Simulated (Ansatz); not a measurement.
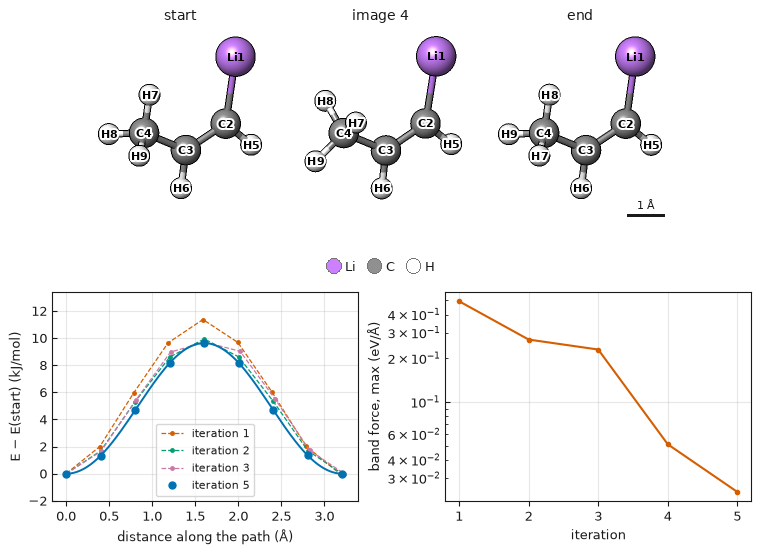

NEB run on C$_{3}$H$_{5}$Li. Images are numbered from 0 (start) to 8 (end). The plot follows the band through its iterations. Style: ball-and-stick. Shown at a tilt.

Computed with RKS B3LYP-D4/def2-SVP in Ansatz 0.2.0. Settings: 7 movable images; climbing image; force threshold 0.05 eV/Å; iteration limit 58; starting path by image-dependent pair potential.

> Did the band converge, and can the barrier be trusted?

The result is final at these settings. The band converged in 5 iterations. The largest component of the band force went from 0.49 to 0.024 eV/Å. The climbing image converged on the top of the path. Its vibrational analysis gives one imaginary mode (214i cm⁻¹), as a transition state must have. The first iteration put the highest image at 11.4 kJ/mol. The two ends have the same energy, and the highest point, image 4, lies 9.6 kJ/mol above the start.

The run took 120 s on 1 thread of Arm Neoverse V1, on a shared host, peak memory 0.14 GiB.
